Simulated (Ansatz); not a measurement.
Molecular dynamics of CH6BClFN (part 1 of 3)

System: CH6BClFN.
Method: RKS r2SCAN/def2-SVP (Ansatz 0.2.0).

It belongs to a series of runs on one base structure; here: dynamics from the highest image of the converged band. Figures and captions count atoms from 1; the log counts them from 0 in places.

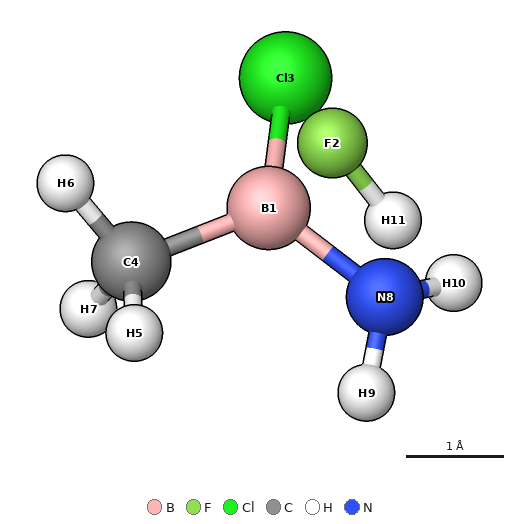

Figure 1. The input geometry (ball-and-stick view, seen at a tilt; atoms are numbered from 1 in the order of the input). Bond lengths as drawn: B–C 1.57 Å, B–Cl 1.80 Å, B–N 1.52 Å, C–H 1.10 Å, F–H 1.09 Å and H–N 1.02 Å.

Key numbers

```tsv
quantity	value
outcome	finished
mean temperature over the second half	307 K
trajectory	200 steps, 100 fs
ensemble	nve
temperature in the input	100.0 K
time step	0.5 fs
potential energy (last step)	−18531.0204 eV
mean-field energy (last step)	−18531.0204 eV
largest force (length of the vector) (last step)	1.845 eV/Å
hardware	4 threads of Arm Neoverse V2, 24 GiB of memory available, shared host
wall time	5.6 min (CPU time 22 min)
peak memory	0.18 GiB
```

Notes

So short a trajectory is not equilibrated.

Input file
```yaml
crystal:
  periodic: [false, false, false]
  atoms:
    - { symbol: B, position_ang: [0.089652, -0.388543, -0.026479] }
    - { symbol: F, position_ang: [-0.215263, 0.189367, 1.689063] }
    - { symbol: Cl, position_ang: [1.612549, 0.433958, -0.527488] }
    - { symbol: C, position_ang: [-1.247625, -0.106954, -0.793875] }
    - { symbol: H, position_ang: [-2.116897, -0.585403, -0.314119] }
    - { symbol: H, position_ang: [-1.448356, 0.972428, -0.864941] }
    - { symbol: H, position_ang: [-1.174722, -0.491431, -1.825712] }
    - { symbol: "N", position_ang: [0.314273, -1.740399, 0.619772] }
    - { symbol: H, position_ang: [-0.362565, -2.468773, 0.401649] }
    - { symbol: H, position_ang: [1.264631, -2.104116, 0.587574] }
    - { symbol: H, position_ang: [0.018323, -0.874133, 1.656754] }
basis:
  gaussian: { orbitals: def2-SVP }
hamiltonian:
  xc: r2scan
md:
  timestep: 0.5
  n_steps: 200
  ensemble: nve
  temperature: 100.0
  initial_velocities: maxwell_boltzmann
  seed: 3168
```

Command:
```bash
ansatz run input.yaml --threads 4 --pin off --max-ram 5120MiB --backend cpu --events-out ev --progress --plain --runs-dir out
```

Output
```
Engine: ansatz 0.2.0, aarch64-unknown-linux-gnu
Functional definition: r2SCAN
  parameter k0 = 0.174
  parameter k1 = 0.065
  parameter a1 = 4.9479
  exchange = r2scan_x(k0 = k0, k1 = k1, a1 = a1)
  correlation = r2scan_c
1175 factors; their error is unknown
mean field evaluation 1: about -18521.4767 eV, gradient 6.7e1 eV
mean field evaluation 2: about -18513.3837 eV, gradient 8.6e1 eV
mean field evaluation 4: about -18530.8739 eV, gradient 4.6e0 eV
mean field evaluation 8: about -18530.9204 eV, gradient 7.5e-2 eV
mean field evaluation 16: about -18530.8659 eV, gradient 7.8e-5 eV
mean field -18530.86592397 eV, -680.9967620338 hartree, gradient 9.1e-6 eV, S^2 0.000000; 0 other end points of the search recorded, 0 dependent functions left out
the calculation of the forces begins
reference -18530.86593249 eV, -680.9967623469 hartree; 25, 25 occupied and 79, 79 virtual orbitals, 1175 factors
md step     0: t =     0.00 fs  T =   100.0 K  F+E_penalty+E_count = -18530.86592397 eV  E_kin = 0.116334 eV  conserved = -18530.74958997 eV  (28 SCF iters)
these checks for a lower state are left out or cut short: starts, cluster_reference, orbital_swaps, neighbouring_geometries, increment
1175 factors; their error is unknown
mean field -18530.86355028 eV, -680.9966748022 hartree, gradient 9.2e-6 eV, S^2 0.000000; 0 other end points of the search recorded, 0 dependent functions left out
the calculation of the forces begins
reference -18530.86355879 eV, -680.9966751150 hartree; 25, 25 occupied and 79, 79 virtual orbitals, 1175 factors
md step     1: t =     0.50 fs  T =    98.0 K  F+E_penalty+E_count = -18530.86355028 eV  E_kin = 0.113990 eV  conserved = -18530.74956068 eV  (32 SCF iters)
[... from here on the SCF iterations and repeated set-up lines of each step are left out, up to the last step ...]
md step     2: t =     1.00 fs  T =    92.3 K  F+E_penalty+E_count = -18530.85686550 eV  E_kin = 0.107409 eV  conserved = -18530.74945616 eV  (32 SCF iters)
md step     3: t =     1.50 fs  T =    84.4 K  F+E_penalty+E_count = -18530.84755349 eV  E_kin = 0.098237 eV  conserved = -18530.74931644 eV  (32 SCF iters)
md step     4: t =     2.00 fs  T =    76.2 K  F+E_penalty+E_count = -18530.83783710 eV  E_kin = 0.088640 eV  conserved = -18530.74919731 eV  (32 SCF iters)
md step     5: t =     2.50 fs  T =    69.2 K  F+E_penalty+E_count = -18530.82961936 eV  E_kin = 0.080478 eV  conserved = -18530.74914155 eV  (32 SCF iters)
md step     6: t =     3.00 fs  T =    64.2 K  F+E_penalty+E_count = -18530.82381703 eV  E_kin = 0.074658 eV  conserved = -18530.74915862 eV  (31 SCF iters)
md step     7: t =     3.50 fs  T =    61.0 K  F+E_penalty+E_count = -18530.82021091 eV  E_kin = 0.070989 eV  conserved = -18530.74922236 eV  (32 SCF iters)
md step     8: t =     4.00 fs  T =    58.9 K  F+E_penalty+E_count = -18530.81783732 eV  E_kin = 0.068547 eV  conserved = -18530.74929045 eV  (32 SCF iters)
md step     9: t =     4.50 fs  T =    57.0 K  F+E_penalty+E_count = -18530.81563658 eV  E_kin = 0.066308 eV  conserved = -18530.74932864 eV  (32 SCF iters)
md step    10: t =     5.00 fs  T =    54.7 K  F+E_penalty+E_count = -18530.81299186 eV  E_kin = 0.063667 eV  conserved = -18530.74932476 eV  (32 SCF iters)
md step    11: t =     5.50 fs  T =    52.1 K  F+E_penalty+E_count = -18530.80993449 eV  E_kin = 0.060646 eV  conserved = -18530.74928849 eV  (33 SCF iters)
md step    12: t =     6.00 fs  T =    49.7 K  F+E_penalty+E_count = -18530.80700719 eV  E_kin = 0.057765 eV  conserved = -18530.74924189 eV  (32 SCF iters)
md step    13: t =     6.50 fs  T =    47.9 K  F+E_penalty+E_count = -18530.80492167 eV  E_kin = 0.055713 eV  conserved = -18530.74920911 eV  (31 SCF iters)
md step    14: t =     7.00 fs  T =    47.3 K  F+E_penalty+E_count = -18530.80418070 eV  E_kin = 0.054974 eV  conserved = -18530.74920665 eV  (32 SCF iters)
md step    15: t =     7.50 fs  T =    47.8 K  F+E_penalty+E_count = -18530.80481016 eV  E_kin = 0.055571 eV  conserved = -18530.74923934 eV  (31 SCF iters)
md step    16: t =     8.00 fs  T =    49.0 K  F+E_penalty+E_count = -18530.80628479 eV  E_kin = 0.056987 eV  conserved = -18530.74929778 eV  (33 SCF iters)
md step    17: t =     8.50 fs  T =    50.1 K  F+E_penalty+E_count = -18530.80768073 eV  E_kin = 0.058320 eV  conserved = -18530.74936050 eV  (29 SCF iters)
md step    18: t =     9.00 fs  T =    50.4 K  F+E_penalty+E_count = -18530.80801947 eV  E_kin = 0.058619 eV  conserved = -18530.74940011 eV  (32 SCF iters)
md step    19: t =     9.50 fs  T =    49.3 K  F+E_penalty+E_count = -18530.80669788 eV  E_kin = 0.057304 eV  conserved = -18530.74939395 eV  (32 SCF iters)
md step    20: t =    10.00 fs  T =    46.8 K  F+E_penalty+E_count = -18530.80383576 eV  E_kin = 0.054500 eV  conserved = -18530.74933608 eV  (32 SCF iters)
md step    21: t =    10.50 fs  T =    43.9 K  F+E_penalty+E_count = -18530.80035895 eV  E_kin = 0.051115 eV  conserved = -18530.74924375 eV  (32 SCF iters)
md step    22: t =    11.00 fs  T =    41.7 K  F+E_penalty+E_count = -18530.79772116 eV  E_kin = 0.048568 eV  conserved = -18530.74915288 eV  (32 SCF iters)
md step    23: t =    11.50 fs  T =    41.5 K  F+E_penalty+E_count = -18530.79734520 eV  E_kin = 0.048244 eV  conserved = -18530.74910116 eV  (32 SCF iters)
md step    24: t =    12.00 fs  T =    43.8 K  F+E_penalty+E_count = -18530.80004359 eV  E_kin = 0.050935 eV  conserved = -18530.74910815 eV  (32 SCF iters)
md step    25: t =    12.50 fs  T =    48.6 K  F+E_penalty+E_count = -18530.80571387 eV  E_kin = 0.056547 eV  conserved = -18530.74916716 eV  (32 SCF iters)
md step    26: t =    13.00 fs  T =    55.2 K  F+E_penalty+E_count = -18530.81343768 eV  E_kin = 0.064185 eV  conserved = -18530.74925265 eV  (32 SCF iters)
md step    27: t =    13.50 fs  T =    62.4 K  F+E_penalty+E_count = -18530.82187293 eV  E_kin = 0.072536 eV  conserved = -18530.74933652 eV  (31 SCF iters)
md step    28: t =    14.00 fs  T =    69.0 K  F+E_penalty+E_count = -18530.82969732 eV  E_kin = 0.080297 eV  conserved = -18530.74940028 eV  (32 SCF iters)
md step    29: t =    14.50 fs  T =    74.3 K  F+E_penalty+E_count = -18530.83591352 eV  E_kin = 0.086476 eV  conserved = -18530.74943711 eV  (31 SCF iters)
md step    30: t =    15.00 fs  T =    77.8 K  F+E_penalty+E_count = -18530.83997090 eV  E_kin = 0.090524 eV  conserved = -18530.74944731 eV  (30 SCF iters)
md step    31: t =    15.50 fs  T =    79.4 K  F+E_penalty+E_count = -18530.84176586 eV  E_kin = 0.092333 eV  conserved = -18530.74943301 eV  (30 SCF iters)
md step    32: t =    16.00 fs  T =    79.3 K  F+E_penalty+E_count = -18530.84160111 eV  E_kin = 0.092205 eV  conserved = -18530.74939596 eV  (31 SCF iters)
md step    33: t =    16.50 fs  T =    78.1 K  F+E_penalty+E_count = -18530.84013915 eV  E_kin = 0.090799 eV  conserved = -18530.74933989 eV  (30 SCF iters)
md step    34: t =    17.00 fs  T =    76.5 K  F+E_penalty+E_count = -18530.83832314 eV  E_kin = 0.089049 eV  conserved = -18530.74927447 eV  (31 SCF iters)
md step    35: t =    17.50 fs  T =    75.6 K  F+E_penalty+E_count = -18530.83721527 eV  E_kin = 0.087999 eV  conserved = -18530.74921625 eV  (30 SCF iters)
md step    36: t =    18.00 fs  T =    76.1 K  F+E_penalty+E_count = -18530.83774523 eV  E_kin = 0.088563 eV  conserved = -18530.74918258 eV  (29 SCF iters)
md step    37: t =    18.50 fs  T =    78.5 K  F+E_penalty+E_count = -18530.84045439 eV  E_kin = 0.091272 eV  conserved = -18530.74918242 eV  (31 SCF iters)
md step    38: t =    19.00 fs  T =    82.7 K  F+E_penalty+E_count = -18530.84536799 eV  E_kin = 0.096157 eV  conserved = -18530.74921106 eV  (31 SCF iters)
md step    39: t =    19.50 fs  T =    88.4 K  F+E_penalty+E_count = -18530.85206061 eV  E_kin = 0.102804 eV  conserved = -18530.74925619 eV  (31 SCF iters)
md step    40: t =    20.00 fs  T =    95.0 K  F+E_penalty+E_count = -18530.85982698 eV  E_kin = 0.110518 eV  conserved = -18530.74930930 eV  (31 SCF iters)
md step    41: t =    20.50 fs  T =   101.8 K  F+E_penalty+E_count = -18530.86780420 eV  E_kin = 0.118435 eV  conserved = -18530.74936914 eV  (30 SCF iters)
md step    42: t =    21.00 fs  T =   107.9 K  F+E_penalty+E_count = -18530.87500474 eV  E_kin = 0.125572 eV  conserved = -18530.74943240 eV  (31 SCF iters)
md step    43: t =    21.50 fs  T =   112.5 K  F+E_penalty+E_count = -18530.88039143 eV  E_kin = 0.130908 eV  conserved = -18530.74948343 eV  (30 SCF iters)
md step    44: t =    22.00 fs  T =   114.9 K  F+E_penalty+E_count = -18530.88313661 eV  E_kin = 0.133640 eV  conserved = -18530.74949626 eV  (31 SCF iters)
md step    45: t =    22.50 fs  T =   114.8 K  F+E_penalty+E_count = -18530.88302242 eV  E_kin = 0.133572 eV  conserved = -18530.74945082 eV  (31 SCF iters)
md step    46: t =    23.00 fs  T =   112.9 K  F+E_penalty+E_count = -18530.88074427 eV  E_kin = 0.131395 eV  conserved = -18530.74934905 eV  (31 SCF iters)
md step    47: t =    23.50 fs  T =   110.6 K  F+E_penalty+E_count = -18530.87787695 eV  E_kin = 0.128658 eV  conserved = -18530.74921853 eV  (32 SCF iters)
md step    48: t =    24.00 fs  T =   109.5 K  F+E_penalty+E_count = -18530.87644666 eV  E_kin = 0.127345 eV  conserved = -18530.74910210 eV  (32 SCF iters)
md step    49: t =    24.50 fs  T =   111.1 K  F+E_penalty+E_count = -18530.87826520 eV  E_kin = 0.129224 eV  conserved = -18530.74904084 eV  (31 SCF iters)
md step    50: t =    25.00 fs  T =   116.2 K  F+E_penalty+E_count = -18530.88428716 eV  E_kin = 0.135227 eV  conserved = -18530.74905970 eV  (31 SCF iters)
md step    51: t =    25.50 fs  T =   124.7 K  F+E_penalty+E_count = -18530.89421774 eV  E_kin = 0.145057 eV  conserved = -18530.74916065 eV  (31 SCF iters)
md step    52: t =    26.00 fs  T =   135.1 K  F+E_penalty+E_count = -18530.90648820 eV  E_kin = 0.157166 eV  conserved = -18530.74932231 eV  (31 SCF iters)
md step    53: t =    26.50 fs  T =   145.4 K  F+E_penalty+E_count = -18530.91860800 eV  E_kin = 0.169104 eV  conserved = -18530.74950361 eV  (31 SCF iters)
md step    54: t =    27.00 fs  T =   153.2 K  F+E_penalty+E_count = -18530.92783412 eV  E_kin = 0.178185 eV  conserved = -18530.74964914 eV  (31 SCF iters)
md step    55: t =    27.50 fs  T =   156.8 K  F+E_penalty+E_count = -18530.93205382 eV  E_kin = 0.182354 eV  conserved = -18530.74969976 eV  (29 SCF iters)
md step    56: t =    28.00 fs  T =   155.7 K  F+E_penalty+E_count = -18530.93069502 eV  E_kin = 0.181082 eV  conserved = -18530.74961334 eV  (30 SCF iters)
md step    57: t =    28.50 fs  T =   151.2 K  F+E_penalty+E_count = -18530.92533086 eV  E_kin = 0.175936 eV  conserved = -18530.74939461 eV  (31 SCF iters)
md step    58: t =    29.00 fs  T =   146.5 K  F+E_penalty+E_count = -18530.91952853 eV  E_kin = 0.170410 eV  conserved = -18530.74911855 eV  (31 SCF iters)
md step    59: t =    29.50 fs  T =   145.0 K  F+E_penalty+E_count = -18530.91763903 eV  E_kin = 0.168725 eV  conserved = -18530.74891438 eV  (31 SCF iters)
md step    60: t =    30.00 fs  T =   149.5 K  F+E_penalty+E_count = -18530.92281553 eV  E_kin = 0.173917 eV  conserved = -18530.74889828 eV  (29 SCF iters)
md step    61: t =    30.50 fs  T =   160.1 K  F+E_penalty+E_count = -18530.93528614 eV  E_kin = 0.186194 eV  conserved = -18530.74909197 eV  (30 SCF iters)
md step    62: t =    31.00 fs  T =   174.2 K  F+E_penalty+E_count = -18530.95205534 eV  E_kin = 0.202655 eV  conserved = -18530.74940005 eV  (31 SCF iters)
md step    63: t =    31.50 fs  T =   188.0 K  F+E_penalty+E_count = -18530.96834641 eV  E_kin = 0.218675 eV  conserved = -18530.74967160 eV  (31 SCF iters)
md step    64: t =    32.00 fs  T =   197.8 K  F+E_penalty+E_count = -18530.97989007 eV  E_kin = 0.230099 eV  conserved = -18530.74979146 eV  (30 SCF iters)
md step    65: t =    32.50 fs  T =   202.0 K  F+E_penalty+E_count = -18530.98471415 eV  E_kin = 0.234984 eV  conserved = -18530.74973036 eV  (31 SCF iters)
md step    66: t =    33.00 fs  T =   201.2 K  F+E_penalty+E_count = -18530.98365035 eV  E_kin = 0.234114 eV  conserved = -18530.74953620 eV  (31 SCF iters)
md step    67: t =    33.50 fs  T =   198.0 K  F+E_penalty+E_count = -18530.97964375 eV  E_kin = 0.230350 eV  conserved = -18530.74929380 eV  (31 SCF iters)
md step    68: t =    34.00 fs  T =   195.4 K  F+E_penalty+E_count = -18530.97644981 eV  E_kin = 0.227363 eV  conserved = -18530.74908650 eV  (31 SCF iters)
md step    69: t =    34.50 fs  T =   196.3 K  F+E_penalty+E_count = -18530.97731710 eV  E_kin = 0.228344 eV  conserved = -18530.74897303 eV  (31 SCF iters)
md step    70: t =    35.00 fs  T =   202.1 K  F+E_penalty+E_count = -18530.98403574 eV  E_kin = 0.235056 eV  conserved = -18530.74897986 eV  (31 SCF iters)
md step    71: t =    35.50 fs  T =   212.7 K  F+E_penalty+E_count = -18530.99650186 eV  E_kin = 0.247400 eV  conserved = -18530.74910150 eV  (30 SCF iters)
md step    72: t =    36.00 fs  T =   226.5 K  F+E_penalty+E_count = -18531.01280434 eV  E_kin = 0.263499 eV  conserved = -18530.74930510 eV  (30 SCF iters)
md step    73: t =    36.50 fs  T =   240.9 K  F+E_penalty+E_count = -18531.02976512 eV  E_kin = 0.280229 eV  conserved = -18530.74953610 eV  (30 SCF iters)
md step    74: t =    37.00 fs  T =   252.8 K  F+E_penalty+E_count = -18531.04383336 eV  E_kin = 0.294108 eV  conserved = -18530.74972517 eV  (28 SCF iters)
md step    75: t =    37.50 fs  T =   259.9 K  F+E_penalty+E_count = -18531.05220190 eV  E_kin = 0.302402 eV  conserved = -18530.74979987 eV  (30 SCF iters)
md step    76: t =    38.00 fs  T =   261.5 K  F+E_penalty+E_count = -18531.05393209 eV  E_kin = 0.304224 eV  conserved = -18530.74970846 eV  (29 SCF iters)
md step    77: t =    38.50 fs  T =   258.9 K  F+E_penalty+E_count = -18531.05069930 eV  E_kin = 0.301243 eV  conserved = -18530.74945675 eV  (30 SCF iters)
md step    78: t =    39.00 fs  T =   255.7 K  F+E_penalty+E_count = -18531.04659754 eV  E_kin = 0.297456 eV  conserved = -18530.74914156 eV  (29 SCF iters)
md step    79: t =    39.50 fs  T =   255.9 K  F+E_penalty+E_count = -18531.04657382 eV  E_kin = 0.297644 eV  conserved = -18530.74893024 eV  (31 SCF iters)
md step    80: t =    40.00 fs  T =   262.1 K  F+E_penalty+E_count = -18531.05387702 eV  E_kin = 0.304916 eV  conserved = -18530.74896152 eV  (31 SCF iters)
md step    81: t =    40.50 fs  T =   274.0 K  F+E_penalty+E_count = -18531.06802163 eV  E_kin = 0.318792 eV  conserved = -18530.74922952 eV  (30 SCF iters)
md step    82: t =    41.00 fs  T =   288.2 K  F+E_penalty+E_count = -18531.08490437 eV  E_kin = 0.335328 eV  conserved = -18530.74957644 eV  (31 SCF iters)
md step    83: t =    41.50 fs  T =   300.3 K  F+E_penalty+E_count = -18531.09915282 eV  E_kin = 0.349339 eV  conserved = -18530.74981356 eV  (30 SCF iters)
md step    84: t =    42.00 fs  T =   307.0 K  F+E_penalty+E_count = -18531.10698100 eV  E_kin = 0.357136 eV  conserved = -18530.74984550 eV  (31 SCF iters)
md step    85: t =    42.50 fs  T =   307.7 K  F+E_penalty+E_count = -18531.10771026 eV  E_kin = 0.358012 eV  conserved = -18530.74969807 eV  (31 SCF iters)
```
